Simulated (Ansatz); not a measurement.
# Run report: ZrN₂H₆Cl₂, geometry relaxation (part 2 of 3)

The same run, continued: ZrN₂H₆Cl₂; RKS PBE/def2-SVP (Ansatz 0.2.0). It belongs to a series of runs on one base structure; here: end point B relaxed.

Geometry of the input (Å):
```
Zr 0.4175  -0.2528  -0.7622
Cl -1.2539  -0.5726  2.5438
Cl 1.9616  -0.0982  -2.5595
N  -0.4641  1.4748  -0.2077
H  -1.2545  1.5320  0.4494
H  -0.1835  2.4287  -0.4695
N  -0.8782  -1.7984  -0.8441
H  -1.7224  -1.8915  -0.2633
H  -0.7983  -2.6352  -1.4369
H  1.3577  -0.6620  0.7915
H  0.0034  -0.6432  2.0558
```

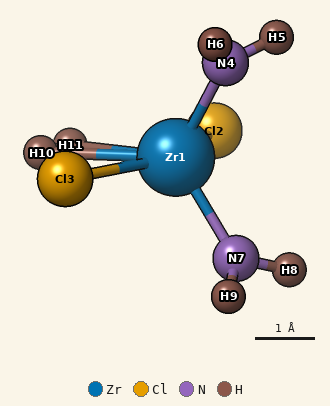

*The geometry at step 13 of the log (ball-and-stick view, seen at a tilt; atoms are numbered from 1 in the order of the input).*

Trajectory as extended XYZ, continued
```
11
Properties=species:S:1:pos:R:3:forces:R:3 step=3 energy=-29384.03561
Zr    0.3847   -0.2597   -0.6625   -0.0421   0.0354  -0.1087
Cl   -1.0831   -0.5905    2.4163   -0.6209   0.0437   0.1628
Cl    1.9541   -0.1174   -2.4435   -0.0201  -0.0169   0.0873
N    -0.4914    1.4953   -0.2102    0.0343   0.0492   0.0401
H    -1.2556    1.5770    0.4748   -0.0097  -0.0149  -0.0260
H    -0.2055    2.4389   -0.5034   -0.0201  -0.0239  -0.0209
N    -0.9037   -1.7991   -0.8320    0.0152  -0.0591   0.0302
H    -1.7303   -1.9257   -0.2323   -0.0055   0.0277  -0.0088
H    -0.8151   -2.6199   -1.4458   -0.0060   0.0308  -0.0085
H     1.2467   -0.6750    1.0049   -0.1132   0.0253  -0.1115
H     0.0844   -0.6423    1.7307    0.7881  -0.0973  -0.0360
11
Properties=species:S:1:pos:R:3:forces:R:3 step=4 energy=-29384.06940
Zr    0.3628   -0.2557   -0.6406    0.0192  -0.0064   0.0531
Cl   -1.0049   -0.6264    2.4244   -0.6789   0.0420   0.2434
Cl    1.9899   -0.1352   -2.3681   -0.0474  -0.0095   0.0557
N    -0.5005    1.5120   -0.2151   -0.1401   0.1148   0.0063
H    -1.3118    1.6039    0.4160    0.1153  -0.0154  -0.0547
H    -0.2366    2.4481   -0.5536   -0.0081  -0.0675   0.0255
N    -0.9160   -1.8003   -0.8266   -0.1479  -0.0494  -0.0396
H    -1.7815   -1.9031   -0.2757    0.1059   0.0061  -0.0250
H    -0.8406   -2.6005   -1.4700    0.0102   0.0342   0.0305
H     1.2188   -0.6728    1.0158    0.1528  -0.0215  -0.0634
H     0.2057   -0.6884    1.7906    0.6189  -0.0275  -0.2318
11
Properties=species:S:1:pos:R:3:forces:R:3 step=5 energy=-29384.08816
Zr    0.3395   -0.2526   -0.6281   -0.0713   0.0110  -0.0372
Cl   -1.0099   -0.6261    2.3819   -0.3579   0.0269   0.0933
Cl    1.9986   -0.1480   -2.3211   -0.0456  -0.0003   0.0230
N    -0.5276    1.5232   -0.2378   -0.1213   0.1976   0.1959
H    -1.3079    1.6340    0.4324    0.1529  -0.0500  -0.1713
H    -0.2333    2.4594   -0.5539   -0.0303  -0.1179   0.0015
N    -0.9441   -1.7898   -0.8519   -0.1802  -0.2044   0.1428
H    -1.7778   -1.9379   -0.2574    0.1834   0.0804  -0.1487
H    -0.8397   -2.6070   -1.4710   -0.0006   0.0940   0.0187
H     1.2335   -0.6763    1.0017    0.1482  -0.0445   0.1064
H     0.2540   -0.6974    1.8024    0.3228   0.0072  -0.2245
11
Properties=species:S:1:pos:R:3:forces:R:3 step=6 energy=-29384.12241
Zr    0.3272   -0.2591   -0.5689   -0.2237   0.0012   0.0763
Cl   -0.9919   -0.6185    2.2823   -0.1192   0.0240  -0.0228
Cl    2.0101   -0.1705   -2.2320   -0.0265   0.0133  -0.0412
N    -0.5355    1.5301   -0.2108   -0.2941   0.3579   0.1578
H    -1.3553    1.6540    0.4160    0.3563  -0.0937  -0.2524
H    -0.2717    2.4594   -0.5807   -0.0188  -0.2442   0.0582
N    -0.9533   -1.7976   -0.8262   -0.4114  -0.3198   0.0674
H    -1.8174   -1.9394   -0.2641    0.4252   0.1105  -0.2386
H    -0.8766   -2.5829   -1.4947    0.0308   0.1979   0.1211
H     1.3052   -0.6926    1.0152    0.0636  -0.0537   0.2805
H     0.3443   -0.7012    1.7612    0.2177   0.0066  -0.2063
11
Properties=species:S:1:pos:R:3:forces:R:3 step=7 energy=-29384.23791
Zr    0.2776   -0.2715   -0.4547   -0.5479   0.0422   0.1050
Cl   -0.9539   -0.5961    2.0914   -0.6176   0.0753   0.1349
Cl    1.9801   -0.1977   -2.0971    0.0432   0.0136  -0.0648
N    -0.5647    1.5526   -0.1953   -0.4227   0.6384   0.1849
H    -1.3923    1.7207    0.4225    0.5723  -0.1776  -0.4249
H    -0.2956    2.4674   -0.6124   -0.0510  -0.4811   0.1238
N    -0.9829   -1.8132   -0.8151   -0.6570  -0.6049  -0.0133
H    -1.8593   -1.9922   -0.2669    0.7078   0.2022  -0.4133
H    -0.9031   -2.5658   -1.5308    0.0433   0.4258   0.2987
H     1.3757   -0.7197    1.0997    0.1596  -0.0427   0.2110
H     0.5036   -0.7028    1.6557    0.7702  -0.0912  -0.1418
11
Properties=species:S:1:pos:R:3:forces:R:3 step=8 energy=-29384.43359
Zr    0.2059   -0.2917   -0.3225   -0.5663   0.0865   0.0397
Cl   -0.9206   -0.5867    2.0529   -0.6454   0.0512   0.2115
Cl    1.8929   -0.2052   -1.9852    0.1098  -0.0054  -0.0162
N    -0.5828    1.5790   -0.1930   -0.5594   0.7101   0.0644
H    -1.4369    1.8062    0.3733    0.6929  -0.2248  -0.4560
H    -0.3083    2.4486   -0.7030   -0.0882  -0.6044   0.2527
N    -1.0043   -1.8449   -0.8235   -0.9212  -0.5983  -0.1376
H    -1.9285   -2.0374   -0.3517    0.9360   0.2182  -0.4546
H    -0.9155   -2.5185   -1.6190    0.0343   0.5006   0.4932
H     1.4968   -0.7410    1.1722   -0.1515  -0.0454   0.4231
H     0.6866   -0.7268    1.6966    1.1589  -0.0884  -0.4201
11
Properties=species:S:1:pos:R:3:forces:R:3 step=9 energy=-29384.65324
Zr    0.1406   -0.3004   -0.2378   -0.7824   0.1961  -0.3633
Cl   -0.9261   -0.5834    2.0346   -0.8441   0.0677   0.2256
Cl    1.8632   -0.2119   -1.9165   -0.0738  -0.0446   0.3173
N    -0.6127    1.6012   -0.2073   -0.3458   0.4810  -0.0147
H    -1.4603    1.8647    0.3467    0.5885  -0.2127  -0.4186
H    -0.3114    2.4423   -0.7490   -0.1458  -0.6127   0.2657
N    -1.0392   -1.8539   -0.8453   -0.6820  -0.3920  -0.0853
H    -1.9650   -2.0724   -0.3943    0.8503   0.2231  -0.4336
H    -0.9197   -2.4983   -1.6588   -0.0156   0.4883   0.4713
H     1.5389   -0.7562    1.2521    1.6864  -0.0975  -0.6456
H     0.8770   -0.7500    1.6726   -0.2356  -0.0968   0.6813
11
Properties=species:S:1:pos:R:3:forces:R:3 step=10 energy=-29384.98690
Zr    0.0583   -0.3028   -0.1811   -0.5537   0.0525   0.1635
Cl   -1.0540   -0.5652    2.0512    0.0300   0.0205  -0.1884
Cl    1.8149   -0.2192   -1.8168    0.0214  -0.0494   0.2631
N    -0.6260    1.6195   -0.1999   -0.2663   0.2585  -0.2409
H    -1.4904    1.8991    0.2998    0.3224  -0.0771  -0.1868
H    -0.3217    2.4143   -0.7966   -0.1137  -0.4142   0.2106
N    -1.0597   -1.8739   -0.8483   -0.5397  -0.1167  -0.2137
H    -2.0041   -2.0803   -0.4564    0.5557   0.0891  -0.2407
H    -0.9253   -2.4592   -1.6966   -0.0201   0.3251   0.3492
H     1.7317   -0.7796    1.2632    0.4606  -0.0155  -0.2458
H     1.0614   -0.7712    1.6786    0.1034  -0.0727   0.3298
11
Properties=species:S:1:pos:R:3:forces:R:3 step=11 energy=-29385.16504
Zr   -0.0080   -0.3074   -0.1145   -0.3310   0.0885  -0.3158
Cl   -1.0250   -0.5765    2.0508   -0.2194  -0.0554   0.4298
Cl    1.8300   -0.2532   -1.6481    0.1483  -0.0422   0.1342
N    -0.6848    1.6223   -0.2407   -0.0573  -0.0373  -0.1813
H    -1.5407    1.9266    0.2506    0.1824   0.0029  -0.1561
H    -0.3683    2.3803   -0.8722   -0.1448  -0.3221   0.1784
N    -1.1177   -1.8478   -0.8870   -0.2022   0.1341  -0.0267
H    -2.0546   -2.0744   -0.5041    0.3417   0.0279  -0.2241
H    -0.9645   -2.3901   -1.7549   -0.0683   0.2327   0.2429
H     1.8702   -0.7972    1.2754    0.3523   0.0032  -0.2550
H     1.2485   -0.8010    1.7418   -0.0017  -0.0322   0.1736
11
Properties=species:S:1:pos:R:3:forces:R:3 step=12 energy=-29385.28131
Zr   -0.0436   -0.3171   -0.0330   -0.3778   0.0902  -0.3079
Cl   -1.0119   -0.5999    2.1701   -0.0095  -0.0098   0.0440
Cl    1.8975   -0.2946   -1.4644   -0.0599  -0.0205   0.1522
N    -0.7209    1.6052   -0.2629    0.0267  -0.2715  -0.0478
H    -1.5809    1.9415    0.1937    0.0843   0.0031  -0.0905
H    -0.4098    2.3087   -0.9498   -0.0697  -0.1632   0.0859
N    -1.1486   -1.8137   -0.8995    0.0226   0.2808   0.1312
H    -2.0902   -2.0610   -0.5564    0.1598   0.0166  -0.1263
H    -0.9841   -2.2864   -1.8001   -0.0328   0.1155   0.1116
H     1.9089   -0.7845    1.1688    0.2064  -0.0125  -0.0669
H     1.3688   -0.8165    1.7306    0.0499  -0.0287   0.1145
11
Properties=species:S:1:pos:R:3:forces:R:3 step=13 energy=-29385.35223
Zr   -0.1047   -0.3199    0.0240    0.3343  -0.0702   0.1511
Cl   -0.9603   -0.6265    2.2688    0.0169   0.0199  -0.1230
Cl    1.8966   -0.3210   -1.3275   -0.1303   0.0099   0.0296
N    -0.7723    1.5661   -0.2949   -0.0976  -0.0079  -0.1174
H    -1.6477    1.9325    0.0967   -0.0318   0.0487   0.0172
H    -0.4853    2.1737   -1.0734   -0.0029  -0.0241   0.0231
N    -1.1908   -1.7528   -0.9101   -0.0742   0.0792  -0.1043
H    -2.1484   -2.0061   -0.6417   -0.0604  -0.0455   0.0101
H    -1.0196   -2.0998   -1.8626    0.0082   0.0119   0.0211
H     2.0834   -0.8114    1.2319   -0.1126  -0.0027   0.0664
H     1.5343   -0.8532    1.7859    0.1503  -0.0192   0.0262
11
Properties=species:S:1:pos:R:3:forces:R:3 step=14 energy=-29385.36786
Zr   -0.0841   -0.3263    0.0465    0.0154   0.0117  -0.0743
Cl   -0.9448   -0.6322    2.2822    0.0181   0.0104  -0.0655
Cl    1.9070   -0.3261   -1.3148   -0.0887   0.0031   0.0410
N    -0.7945    1.5395   -0.3160    0.0075  -0.0249  -0.0179
H    -1.6698    1.9091    0.0745   -0.0084   0.0103   0.0076
H    -0.5204    2.1300   -1.1120    0.0012  -0.0323   0.0202
N    -1.2049   -1.7150   -0.9193    0.0380   0.0356  -0.0149
H    -2.1626   -1.9713   -0.6527   -0.0364  -0.0161   0.0130
H    -1.0397   -2.0379   -1.8813    0.0104   0.0195   0.0246
H     2.1108   -0.8219    1.2579   -0.0221  -0.0018   0.0166
H     1.5883   -0.8663    1.8322    0.0650  -0.0154   0.0494
11
Properties=species:S:1:pos:R:3:forces:R:3 step=15 energy=-29385.35054 accepted=F
Zr   -0.1057   -0.3257    0.0471   -0.1413   0.0062  -0.0338
Cl   -1.0690   -0.6020    2.2362    0.1614  -0.0280   0.0168
Cl    1.8317   -0.3045   -1.3645    0.1173  -0.0306   0.0722
N    -0.7943    1.5461   -0.3132    0.0180   0.1798  -0.3411
H    -1.6746    1.9166    0.0647   -0.0114   0.0138   0.0399
H    -0.5353    2.1185   -1.1370   -0.0581  -0.2047   0.2629
N    -1.2077   -1.7254   -0.9232   -0.0511  -0.0448  -0.3481
H    -2.1739   -1.9733   -0.6733    0.0271  -0.0068   0.0354
H    -1.0517   -2.0204   -1.9036   -0.0036   0.1072   0.3018
H     2.2163   -0.8484    1.3272    0.0664   0.0152  -0.1293
H     1.7495   -0.8999    1.9368   -0.1247  -0.0073   0.1232
11
Properties=species:S:1:pos:R:3:forces:R:3 step=16 energy=-29385.37377
Zr   -0.0981   -0.3237    0.0405    0.0071   0.0006  -0.0218
Cl   -0.9504   -0.6287    2.2726    0.0121   0.0023  -0.0230
Cl    1.8922   -0.3247   -1.3118   -0.0306  -0.0033   0.0347
N    -0.8048    1.5401   -0.3268   -0.0030   0.0503  -0.0589
H    -1.6709    1.9225    0.0722    0.0027   0.0010   0.0005
H    -0.5360    2.1203   -1.1335   -0.0152  -0.0531   0.0544
N    -1.2148   -1.7093   -0.9302   -0.0016  -0.0201  -0.0758
H    -2.1677   -1.9826   -0.6609   -0.0082  -0.0029   0.0062
H    -1.0514   -2.0188   -1.8982   -0.0014   0.0326   0.0681
H     2.1304   -0.8287    1.2782   -0.0457  -0.0172   0.1200
H     1.6568   -0.8847    1.8951    0.0837   0.0098  -0.1045
11
Properties=species:S:1:pos:R:3:forces:R:3 step=17 energy=-29385.37823
Zr   -0.1134   -0.3219    0.0402   -0.0268   0.0074  -0.0245
Cl   -0.9493   -0.6293    2.2731    0.0298  -0.0030  -0.0058
Cl    1.8817   -0.3271   -1.2966    0.0043  -0.0061   0.0267
N    -0.8243    1.5348   -0.3433    0.0000   0.0963  -0.0559
H    -1.6830    1.9309    0.0590    0.0090  -0.0082  -0.0019
H    -0.5638    2.0955   -1.1665   -0.0185  -0.0462   0.0584
N    -1.2320   -1.6937   -0.9432   -0.0169  -0.0692  -0.0927
H    -2.1815   -1.9823   -0.6768    0.0064   0.0073   0.0059
H    -1.0700   -1.9784   -1.9192   -0.0068   0.0270   0.0723
H     2.1970   -0.8460    1.3284   -0.0378  -0.0112   0.0844
H     1.7239   -0.9008    1.9420    0.0574   0.0059  -0.0669
11
Properties=species:S:1:pos:R:3:forces:R:3 step=18 energy=-29385.38744
Zr   -0.1462   -0.3142    0.0190   -0.0311   0.0071   0.0024
Cl   -0.9228   -0.6326    2.2661    0.0379  -0.0023  -0.0122
Cl    1.8705   -0.3315   -1.2765    0.0066  -0.0090   0.0425
N    -0.8571    1.5394   -0.3716   -0.0221   0.1049  -0.0308
H    -1.7011    1.9539    0.0439    0.0266  -0.0157  -0.0162
H    -0.6100    2.0783   -1.2124   -0.0198  -0.0103   0.0365
N    -1.2641   -1.6795   -0.9702   -0.0473  -0.0852  -0.0749
H    -2.2057   -1.9913   -0.7003    0.0289   0.0159  -0.0071
H    -1.1063   -1.9370   -1.9537   -0.0165   0.0022   0.0402
H     2.3035   -0.8757    1.4247    0.0143  -0.0061   0.0219
H     1.8247   -0.9283    2.0282    0.0224  -0.0015  -0.0024
11
Properties=species:S:1:pos:R:3:forces:R:3 step=19 energy=-29385.40575
Zr   -0.1952   -0.3035   -0.0081   -0.0487   0.0133  -0.0025
Cl   -0.8995   -0.6346    2.2542    0.0596  -0.0041  -0.0152
Cl    1.8509   -0.3368   -1.2468    0.0111  -0.0133   0.0646
N    -0.9036    1.5474   -0.4095   -0.0481   0.1499  -0.0101
H    -1.7297    1.9861    0.0197    0.0669  -0.0341  -0.0487
H    -0.6614    2.0684   -1.2630   -0.0382   0.0041   0.0441
N    -1.3099   -1.6619   -1.0072   -0.0879  -0.1299  -0.0721
H    -2.2425   -2.0022   -0.7362    0.0749   0.0349  -0.0325
H    -1.1487   -1.9000   -1.9951   -0.0378  -0.0097   0.0413
H     2.4520   -0.9146    1.5449    0.0471  -0.0041  -0.0101
H     1.9729   -0.9666    2.1441    0.0011  -0.0070   0.0412
11
Properties=species:S:1:pos:R:3:forces:R:3 step=20 energy=-29385.42980
Zr   -0.2477   -0.2913   -0.0413   -0.0063   0.0025   0.0365
Cl   -0.8679   -0.6368    2.2384    0.0618  -0.0014  -0.0283
Cl    1.8328   -0.3429   -1.2132   -0.0019  -0.0131   0.0741
N    -0.9499    1.5604   -0.4470   -0.0787   0.1871  -0.0057
H    -1.7579    2.0203   -0.0033    0.1042  -0.0483  -0.0790
H    -0.7135    2.0681   -1.3105   -0.0565   0.0137   0.0591
N    -1.3569   -1.6491   -1.0458   -0.1250  -0.1573  -0.0813
H    -2.2804   -2.0144   -0.7725    0.1117   0.0480  -0.0551
H    -1.1935   -1.8736   -2.0368   -0.0572  -0.0201   0.0491
H     2.5998   -0.9534    1.6662    0.0646  -0.0022  -0.0325
H     2.1205   -1.0057    2.2629   -0.0167  -0.0089   0.0632
11
Properties=species:S:1:pos:R:3:forces:R:3 step=21 energy=-29385.45731
Zr   -0.3105   -0.2757   -0.0873    0.0549  -0.0168   0.0901
Cl   -0.8195   -0.6376    2.2105    0.0253   0.0032  -0.0287
Cl    1.8217   -0.3553   -1.1463   -0.0144  -0.0041   0.0321
N    -0.9980    1.5875   -0.4842   -0.0759   0.1046  -0.0015
H    -1.7897    2.0599   -0.0257    0.0863  -0.0313  -0.0699
H    -0.7649    2.0976   -1.3462   -0.0503   0.0358   0.0319
N    -1.4090   -1.6495   -1.0899   -0.0866  -0.0764  -0.0522
H    -2.3260   -2.0264   -0.8140    0.0753   0.0284  -0.0494
H    -1.2415   -1.8831   -2.0774   -0.0539  -0.0335   0.0179
H     2.7526   -0.9917    1.7811    0.0280  -0.0045   0.0038
H     2.2702   -1.0441    2.3765    0.0113  -0.0054   0.0259
11
Properties=species:S:1:pos:R:3:forces:R:3 step=22 energy=-29385.46921
Zr   -0.3361   -0.2698   -0.1057   -0.2762   0.0791  -0.2432
Cl   -0.8105   -0.6254    2.1896    0.0106  -0.0128   0.0780
Cl    1.8053   -0.3682   -1.1243    0.0608  -0.0107   0.0101
N    -1.0449    1.5946   -0.5213    0.0519  -0.0272   0.0225
H    -1.7941    2.0860   -0.0150    0.0675  -0.0376  -0.0281
H    -0.8736    2.0956   -1.4045   -0.0405  -0.0417   0.0700
N    -1.4466   -1.6335   -1.1342    0.0742   0.0194   0.0416
H    -2.3835   -1.9731   -0.8792    0.0475   0.0347  -0.0127
H    -1.2616   -1.9092   -2.1081   -0.0109   0.0008   0.0493
H     2.9065   -1.0326    1.9020    0.0135  -0.0018  -0.0032
H     2.4244   -1.0828    2.4978    0.0015  -0.0022   0.0159
```
